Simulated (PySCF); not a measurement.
**[B2PH6]− (SMILES BP[BH3-]) at CASSCF(6,6)/6-31G(d) (spherical functions)**

Aim: the vertical ionisation energy of [B2PH6]− at CASSCF(6,6)/6-31G* (spherical functions), from 2 runs. 

The calculation is run with PySCF 2.14.0.

2 further runs of the same task are left out: 2 set aside as unsound or not needed.

### Step 1. The molecule

[B2PH6]−: 9 atoms, total charge -1, spin state singlet. As SMILES, `BP[BH3-]`. The shape is that of a GFN2-xTB optimisation.

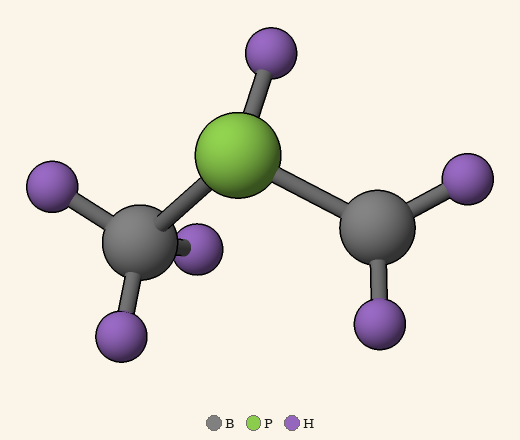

Viewed from a chosen angle; boron grey, phosphorus green, hydrogen purple.

### Step 2. The energy at CASSCF(6,6)/6-31G(d) (spherical functions)

input.py

```python
import numpy
from pyscf import gto, scf, mp, mcscf

mol = gto.M(
    atom='''
B   -1.048220   0.924770  -0.958900
P    0.653540   0.543180  -0.478640
B    0.663670  -1.090890   0.712500
H   -1.647740   0.145020  -1.615970
H   -1.545140   1.981940  -0.763540
H    0.935590   1.601400   0.376270
H    1.796500  -1.247810   1.078930
H    0.277510  -1.994640   0.019460
H   -0.085710  -0.862970   1.629880
''',
    charge=-1,
    verbose=4,
    basis='6-31g*',
    max_memory=1860,
)

hf = mol.RHF()
hf.conv_tol = 1e-10
hf.kernel()
if not hf.converged:
    hf = hf.newton().run(hf.mo_coeff, hf.mo_occ)

pt = mp.MP2(scf.addons.convert_to_uhf(hf)).run()
noons, natorbs = mcscf.addons.make_natural_orbitals(pt)
print('natural occupations', numpy.round(noons[:40], 4))
cas = mcscf.CASSCF(hf, 6, 6)
cas.fix_spin_(ss=0.0)
cas.natorb = True
cas.kernel(natorbs)
e_tot = cas.e_tot
print(f'total energy: {e_tot:.8f} hartree')
```

Launch:

```sh
$ OMP_NUM_THREADS=1 python input.py
```

Log:

```text
PySCF version 2.14.0

[... 65 lines left out ...]
converged SCF energy = -393.55744130543
[... 34 lines left out ...]
sorting_mo_energy = False
[... 48 lines left out ...]
1-step CASSCF converged in  17 macro (174 JK  42 micro) steps
[... 2 lines left out ...]
Natural orbital (expansion on meta-Lowdin AOs) in CAS space
[... 73 lines left out ...]
CASSCF energy = -393.600681529075
[... 1 line left out ...]
total energy: -393.60068153 hartree
```

Run time: 9 s. Hardware: 1 thread of Arm Neoverse V1, shared host; peak memory 0.16 GiB.

### Step 3. Doublet neutral B2PH6 at the same level

job.py

```python
import numpy
from pyscf import gto, scf, mp, mcscf

molecule = gto.Mole()
molecule.atom = '''
B     -1.980849     1.747562    -1.812058
P      1.235012     1.026461    -0.904499
B      1.254155    -2.061483     1.346430
H     -3.113777     0.274048    -3.053741
H     -2.919891     3.745324    -1.442881
H      1.768009     3.026207     0.711047
H      3.394893    -2.358019     2.038882
H      0.524418    -3.769323     0.036774
H     -0.161968    -1.630777     3.080027
'''
molecule.unit = 'bohr'
molecule.basis = '6-31g*'
molecule.max_memory = 1860
molecule.verbose = 3
molecule.spin = 1
molecule.build()

calc0 = molecule.ROHF()
calc0.conv_tol = 1e-10
calc0.kernel()
if not calc0.converged:
    calc0 = calc0.newton().run(calc0.mo_coeff, calc0.mo_occ)

pt = mp.MP2(scf.addons.convert_to_uhf(calc0)).run()
noons, natorbs = mcscf.addons.make_natural_orbitals(pt)
print('natural occupations', numpy.round(noons[:40], 4))
cas = mcscf.CASSCF(calc0, 6, 5)
cas.fix_spin_(ss=0.75)
cas.natorb = True
cas.kernel(natorbs)
etot = cas.e_tot
print('Final energy', etot)
```

Launch:

```sh
$ OMP_NUM_THREADS=1 python job.py
```

Log:

```text
converged SCF energy = -393.468206534255
E(UMP2) = -393.734384418575  E_corr = -0.266177884319368
E(SCS-UMP2) = -393.742018694066  E_corr = -0.273812159810469
natural occupations [2.     1.9999 1.9998 1.9998 1.9997 1.9997 1.9997 1.984  1.9814 1.9783
 1.9775 1.9748 1.9733 1.9677 1.9569 0.9935 0.0212 0.0197 0.0158 0.0138
 0.0126 0.0116 0.0114 0.0107 0.01   0.0089 0.0085 0.0076 0.007  0.0057
 0.0054 0.0051 0.0043 0.0039 0.0032 0.0031 0.003  0.0025 0.0023 0.0021]
CASSCF energy = -393.502488924313
CASCI E = -393.502488924313  E(CI) = -6.65252264115395  S^2 = 0.7500000
Final energy -393.5024889243125
```

Run time: 19 s. Hardware: 1 thread of Arm Neoverse V1, shared host; peak memory 0.16 GiB.

### Step 4. Summary of results

At CASSCF(6,6)/6-31G* (spherical functions):

| quantity | value |
| --- | --- |
| singlet [B2PH6]−: total energy | -393.60068 Eh |
| singlet [B2PH6]−: HOMO energy (Hartree–Fock orbitals) | -3.42 eV |
| singlet [B2PH6]−: LUMO energy (Hartree–Fock orbitals) | 7.38 eV |
| singlet [B2PH6]−: HOMO–LUMO gap (to an unbound level, set by the basis) | 10.80 eV |
| doublet neutral B2PH6: total energy | -393.50249 Eh |
| doublet neutral B2PH6: dipole moment (Hartree–Fock density) | 4.47 D |
| vertical detachment energy (to the doublet neutral) | 2.672 eV |

In words: The vertical ionisation energy comes to 2.67 eV (62 kcal/mol). Mulliken charges (singlet [B2PH6]−) of the mean-field density run from -0.18 on P2 to +0.04 on B1.
